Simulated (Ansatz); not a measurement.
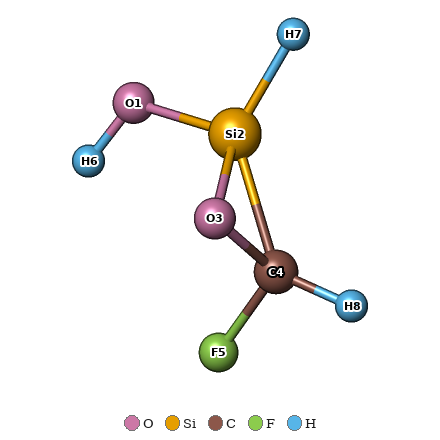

The system is CH₃FO₂Si (SMILES O[SiH]1OC1F) with the probe H2O; the picture shows it without the atoms that are moved over the map. The probe is moved over a plane parallel to the molecule's main plane, 3.45 Å above it. First axis: x of the probe's O atom. Second axis: y of the probe's O atom. Nothing is relaxed (molecule and probe rigid, the probe upright with O nearest the plane). The scan uses a 15 × 13 grid. Points are written as (first, second). Energies are in meV, from the lowest grid point. Method: RKS PBE-D4/def2-SVPD in Ansatz.

Range: x of the probe's O atom from −3.29 to 3.29 Å; y of the probe's O atom from −2.82 to 2.82 Å.

Q: What landscape does the calculation give?

A: The lowest grid point is at (−1.41 Å, −1.88 Å). It is the only kind of minimum in the scanned range. The highest grid point, (0.94 Å, 1.41 Å), lies 211 meV above the lowest. Near the minimum the curvatures are about 0.062 and 0.11 eV/Å² along the soft and the stiff direction.

```csv
"y of the probe's O atom ↓, x of the probe's O atom →",−3.29,−2.82,−2.35,−1.88,−1.41,−0.94,−0.47,0.00,0.47,0.94,1.41,1.88,2.35,2.82,3.29
2.82,128,123,118,118,122,132,148,165,177,182,179,172,165,160,155
2.35,125,117,110,108,112,126,147,170,187,192,186,175,166,159,154
1.88,122,112,103,98,102,118,146,177,199,203,193,178,166,158,153
1.41,119,108,97,89,92,109,142,180,206,211,198,180,166,158,153
0.94,118,106,92,82,81,98,133,175,204,210,198,180,167,158,153
0.47,116,103,87,73,69,83,116,157,189,199,192,179,168,160,155
0.00,114,98,80,62,53,63,93,132,166,183,184,178,169,162,158
−0.47,110,90,68,46,34,41,68,107,143,166,176,176,171,165,160
−0.94,105,81,53,28,15,22,49,88,126,154,170,174,172,167,162
−1.41,100,72,41,14,2,11,39,77,116,146,164,171,171,168,164
−1.88,98,69,37,11,0,10,39,76,112,141,159,168,170,168,164
−2.35,99,72,43,21,12,22,48,81,113,138,156,165,168,167,165
−2.82,104,81,58,40,34,43,64,91,117,139,153,162,166,166,164
```

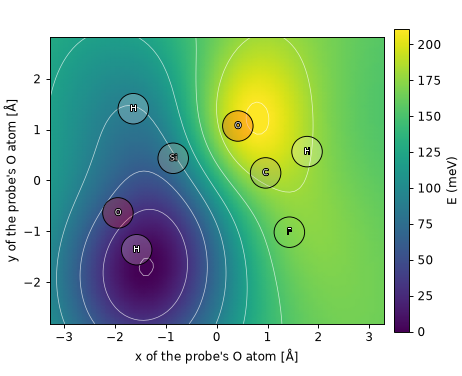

The picture shows a smooth colour map with a few white contour lines, labelled circles for the molecule's atoms, projected on the plane. Between grid points the surface is interpolated.

Each point was launched as `ansatz run input.yaml --threads 1 --pin off --max-ram 2560MiB --backend cpu --events-out ev --progress --plain --runs-dir out`. Time for the 195 points that were run: 25 min on 1 thread of Arm Neoverse V2, with other jobs on the host.
